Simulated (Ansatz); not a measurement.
# WC+ (sextet): one geometry, many settings

Aim: run WC+ (sextet) at one geometry under a spread of methods and options, and see what each costs and gives.

Computed with Ansatz 0.2.0, Gaussian basis. Level: the settings change from run to run.

19 further runs of the same task are left out: 5 for a known fault of the program, 8 that didn't finish, 6 set aside as unsound or not needed. Runs told in other sessions of the task aren't counted.

## (1) The geometry

The geometry is a PBE0/def2-TZVP stationary point (not a proven minimum) of the parent state, kept for this charge and spin. No spin-orbit coupling is included. Elements past krypton take def2 core potentials.

2 atoms, charge 1, spin multiplicity 6.

Atoms are counted from 1 here; the program's logs count them from 0.

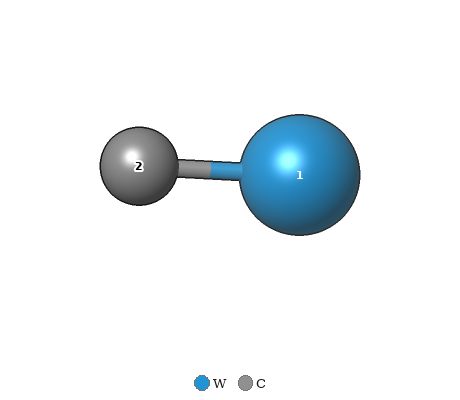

The geometry (tungsten blue, carbon grey); atoms are numbered from 1 in the order of the file.

## (2) HF (UHF)/def2-mTZVP

Input file in.yaml:

```yaml
crystal:
  periodic: [false, false, false]
  atoms:
    - {symbol: W, position_ang: [0.000000, 0.000000, 0.000000]}
    - {symbol: C, position_ang: [0.000000, 0.000000, 1.723600]}
basis:
  gaussian: {orbitals: def2-mTZVP, fitting: {mean_field: def2-universal-jkfit}}
total_charge: 1
magnetization: {spin_polarized: true, initial_magnetization: 5}
hamiltonian: {xc: hf, pseudopotentials: {relativity: scalar}}
output: {forces: true, orbitals: {seedname: orbitals}}
```

Launch:

```bash
$ ansatz run in.yaml --threads 1 --pin off --events-out ev --progress --plain --max-ram 2393MiB
```

What it wrote:

```text
Functional definition: HF
  name "HF"
  cite "Fock, Z. Phys. 61, 126 (1930) doi:10.1007/BF01340294"
  parent pbe
  exchange = exact_x
  correlation = 0
302 factors; integrals over basis functions are off by at most 1.4e-1 eV
mean field evaluation 1: about -2822.5545 eV, gradient 1.9e1 eV
mean field evaluation 2: about -2823.4116 eV, gradient 1.2e1 eV
mean field evaluation 4: about -2824.1705 eV, gradient 1.1e0 eV
mean field evaluation 8: about -2824.2121 eV, gradient 4.8e-1 eV
mean field evaluation 16: about -2821.1142 eV, gradient 1.2e1 eV
mean field evaluation 32: about -2823.9339 eV, gradient 4.8e0 eV
mean field evaluation 64: about -2823.5807 eV, gradient 1.1e0 eV
mean field evaluation 96: about -2822.3496 eV, gradient 4.7e-1 eV
mean field evaluation 128: about -2824.2216 eV, gradient 1.0e0 eV
mean field -2824.33643799 eV, -103.7924496923 hartree, gradient 8.2e-6 eV, S^2 8.988101; 4 other end points of the search recorded, 0 dependent functions left out
the calculation of the forces begins
reference -2824.33643799 eV, -103.7924496923 hartree; 12, 7 occupied and 43, 48 virtual orbitals, 302 factors
Total energy: -2824.33643799 eV, -103.7924496923 hartree
Relativity: scalar
Atom 0 at     0.000000     0.000000     0.000000 Å, force     0.000000     0.000000    -6.914225 eV/Å
Atom 1 at     0.000000     0.000000     1.723600 Å, force    -0.000000    -0.000000     6.914225 eV/Å
Dipole moment:    -0.000000     0.000000    -0.384483 e Å
```

Run time: 1.2 s. Hardware: 1 thread of Arm Neoverse V2, shared host.

From the report: ⟨S²⟩ of the determinant 8.988 (pure sextet: 8.75).

## (3) MP2 on ROHF/def2-SVP

Input file in.yaml:

```yaml
crystal:
  periodic: [false, false, false]
  atoms:
    - {symbol: W, position_ang: [0.000000, 0.000000, 0.000000]}
    - {symbol: C, position_ang: [0.000000, 0.000000, 1.723600]}
basis:
  gaussian: {orbitals: def2-SVP}
total_charge: 1
magnetization: {spin_polarized: false, initial_magnetization: 5}
correlation: {method: mp2, electrons: all}
output: {forces: true}
```

Launched as before.

What it wrote, shortened:

```text
Functional definition: HF
  name "HF"
  cite "Fock, Z. Phys. 61, 126 (1930) doi:10.1007/BF01340294"
  parent pbe
[...]
463 factors; integrals over basis functions are off by at most 1.1e-3 eV
[...]
mean field -2822.81562931 eV, -103.7365610040 hartree, gradient 2.5e-6 eV, S^2 8.750000; 9 other end points of the search recorded, 0 dependent functions left out
[...]
reference -2822.81562931 eV, -103.7365610040 hartree; 12, 7 occupied and 34, 39 virtual orbitals, 463 factors
second order -8.73786729 eV of doubles, -0.13234749 eV of singles
[...]
Total energy: -2831.68584409 eV, -104.0625353847 hartree
Atom 0 at     0.000000     0.000000     0.000000 Å, force    -0.000000    -0.000000    -6.054591 eV/Å
Atom 1 at     0.000000     0.000000     1.723600 Å, force     0.000000     0.000000     6.054591 eV/Å
Dipole moment:    -0.000000     0.000000    -0.177848 e Å
```

It took 1.6 s on 1 thread of Arm Neoverse V2, shared host.

## (4) CASSCF(9,7)/def2-SVP

in.yaml: that of step 3 with these lines changed.

```diff
@@ -9,3 +9,2 @@
 magnetization: {spin_polarized: false, initial_magnetization: 5}
-correlation: {method: mp2, electrons: all}
-output: {forces: true}
+correlation: {active_space: {window: {electrons: 9, orbitals: 7}}}
```

The command is unchanged.

What it wrote:

```text
Functional definition: HF
  name "HF"
  cite "Fock, Z. Phys. 61, 126 (1930) doi:10.1007/BF01340294"
  parent pbe
  exchange = exact_x
  correlation = 0
463 factors; integrals over basis functions are off by at most 1.1e-3 eV
mean field evaluation 1: about -2821.2405 eV, gradient 2.2e1 eV
mean field evaluation 2: about -2821.2523 eV, gradient 2.2e1 eV
mean field evaluation 4: about -2822.6655 eV, gradient 5.3e0 eV
mean field evaluation 8: about -2822.8137 eV, gradient 2.1e-1 eV
mean field evaluation 16: about -2822.8154 eV, gradient 1.5e-1 eV
mean field evaluation 32: about -2822.2484 eV, gradient 6.6e-1 eV
mean field evaluation 64: about -2820.6706 eV, gradient 2.5e0 eV
mean field -2822.81562931 eV, -103.7365610040 hartree, gradient 2.5e-6 eV, S^2 8.750000; 9 other end points of the search recorded, 0 dependent functions left out
reference -2822.81562931 eV, -103.7365610040 hartree; 12, 7 occupied and 34, 39 virtual orbitals, 463 factors
state -2822.89380140 eV, -103.7394337752 hartree
Total energy: -2822.89380140 eV, -103.7394337752 hartree
```

Run time: 2.6 s. Hardware: 1 thread of Arm Neoverse V2, shared host.

From the report: 21 determinants; active occupations 2.00, 2.00, 1.00, 1.00, 1.00, 1.00, 1.00.

## (5) CCSD(T) on UHF/def2-SVP

Input file in.yaml:

```yaml
crystal:
  periodic: [false, false, false]
  atoms:
    - {symbol: W, position_ang: [0.000000, 0.000000, 0.000000]}
    - {symbol: C, position_ang: [0.000000, 0.000000, 1.723600]}
basis:
  gaussian: {orbitals: def2-SVP}
total_charge: 1
magnetization: {spin_polarized: true, initial_magnetization: 5}
correlation: {method: ccsd_t, electrons: valence}
```

The command is unchanged.

What it wrote, shortened:

```text
Functional definition: HF
  name "HF"
  cite "Fock, Z. Phys. 61, 126 (1930) doi:10.1007/BF01340294"
  parent pbe
[...]
463 factors; integrals over basis functions are off by at most 1.1e-3 eV
[...]
mean field -2823.09904178 eV, -103.7469762201 hartree, gradient 2.6e-6 eV, S^2 8.971756; 16 other end points of the search recorded, 0 dependent functions left out
determinant -2823.09904178 eV, -103.7469762201 hartree, with singles and doubles -2831.60845644 eV, -104.0596914412 hartree
determinant -2822.38792691 eV, -103.7208432306 hartree, with singles and doubles -2830.85101341 eV, -104.0318559232 hartree
determinant -2821.20498189 eV, -103.6773708032 hartree, with singles and doubles -2829.26900466 eV, -103.9737181740 hartree
determinant -2821.12606147 eV, -103.6744705311 hartree, with singles and doubles -2829.21061762 eV, -103.9715724895 hartree
determinant -2820.73431370 eV, -103.6600740661 hartree, with singles and doubles -2828.74315145 eV, -103.9543934247 hartree
determinant -2820.42312907 eV, -103.6486382418 hartree, with singles and doubles -2828.51590143 eV, -103.9460421407 hartree
determinant -2819.89390837 eV, -103.6291897399 hartree, with singles and doubles -2827.10310952 eV, -103.8941229956 hartree
1 core orbitals not correlated: weight in the atoms' cores, before any rotation towards them, 1.000 or more for the frozen orbitals, at most 0.000 for the correlated occupied ones
reference -2823.09904178 eV, -103.7469762201 hartree; 11, 6 occupied and 34, 39 virtual orbitals, 463 factors
second order -8.03322404 eV of doubles, -0.00000000 eV of singles
cycle   1  -8.51237471 eV  change   -3.0e-3 eV  update   3.6e-3
[...]
cycle   9  -8.51808936 eV  change    6.1e-6 eV  update   1.0e-5
perturbative correction -0.37773198 eV, -0.0138813942 hartree
Total energy: -2831.99486312 eV, -104.0738916245 hartree
```

It took 8.5 s on 1 thread of Arm Neoverse V2, shared host.

From the report: ⟨S²⟩ of the determinant 8.972 (pure sextet: 8.75); correlation -8.8958 eV; T1 0.044; largest double amplitude 0.08.

## (6) CCSD on ROHF/def2-SVP

in.yaml: that of step 5 with these lines changed.

```diff
@@ -8,3 +8,3 @@
 total_charge: 1
-magnetization: {spin_polarized: true, initial_magnetization: 5}
-correlation: {method: ccsd_t, electrons: valence}
+magnetization: {spin_polarized: false, initial_magnetization: 5}
+correlation: {method: ccsd, electrons: outside_noble_gas}
```

Same command.

What it wrote, shortened:

```text
Functional definition: HF
  name "HF"
  cite "Fock, Z. Phys. 61, 126 (1930) doi:10.1007/BF01340294"
  parent pbe
[...]
463 factors; integrals over basis functions are off by at most 1.1e-3 eV
[...]
mean field -2822.81562931 eV, -103.7365610040 hartree, gradient 2.5e-6 eV, S^2 8.750000; 16 other end points of the search recorded, 0 dependent functions left out
[...]
determinant -2822.81562931 eV, -103.7365610040 hartree, with singles and doubles -2828.29249786 eV, -103.9378322108 hartree
determinant -2822.23803710 eV, -103.7153348819 hartree, with singles and doubles -2827.54038673 eV, -103.9101926366 hartree
determinant -2820.99131192 eV, -103.6695185765 hartree, with singles and doubles -2826.01522429 eV, -103.8541439507 hartree
determinant -2820.92102384 eV, -103.6669355373 hartree, with singles and doubles -2825.92366686 eV, -103.8507792771 hartree
[...]
determinant -2819.77835685 eV, -103.6249432999 hartree, with singles and doubles -2824.29994627 eV, -103.7911086460 hartree
determinant -2819.67757629 eV, -103.6212396827 hartree, with singles and doubles -2824.84168267 eV, -103.8110170918 hartree
determinant -2819.63540345 eV, -103.6196898593 hartree, with singles and doubles -2824.84445841 eV, -103.8111190984 hartree
5 core orbitals not correlated: weight in the atoms' cores, before any rotation towards them, 0.992 or more for the frozen orbitals, at most 0.005 for the correlated occupied ones
reference -2822.81562931 eV, -103.7365610040 hartree; 7, 2 occupied and 34, 39 virtual orbitals, 463 factors
second order -5.13345714 eV of doubles, -0.05844395 eV of singles
cycle   1  -5.47776639 eV  change   -9.0e-4 eV  update   2.5e-3
[...]
cycle   9  -5.48100680 eV  change    4.5e-6 eV  update   3.7e-6
WARN: the results are in doubt because among natural orbitals full CI differs from the method by -0.086 eV
Total energy: -2828.29663611 eV, -103.9379842888 hartree
In doubt: among natural orbitals full CI differs from the method by -0.086 eV
```

Wall time 5.5 s (1 thread of Arm Neoverse V2, shared host).

From the report: correlation -5.4810 eV; T1 0.030; largest double amplitude 0.07. Mind the lines of doubt at the end of the log.

## (7) The runs in one table

 † marks a result that the program doubts.

```csv
level,correlated,functions,energy (eV),time
HF (UHF)/def2-mTZVP (relativity set),,55,-2824.3364,1.2 s
MP2 on ROHF/def2-SVP,all,46,-2831.6858,1.6 s
"CASSCF(9,7)/def2-SVP",,46,-2822.8938,2.6 s
CCSD(T) on UHF/def2-SVP,valence,46,-2831.9949,8.5 s
CCSD on ROHF/def2-SVP †,outside noble gas,46,-2828.2966,5.5 s
```

## (8) What came out

```
quantity                                        value
    runs                                            5
quickest  HF (UHF)/def2-mTZVP (relativity set), 1.2 s
 slowest               CCSD(T) on UHF/def2-SVP, 8.5 s
```

**Reading.** Total energies in different bases, with other cores or another treatment of relativity can't be set against each other. CCSD(T) on UHF/def2-SVP took 7 times as long as HF (UHF)/def2-mTZVP (relativity set); the jobs differ in more than the method.
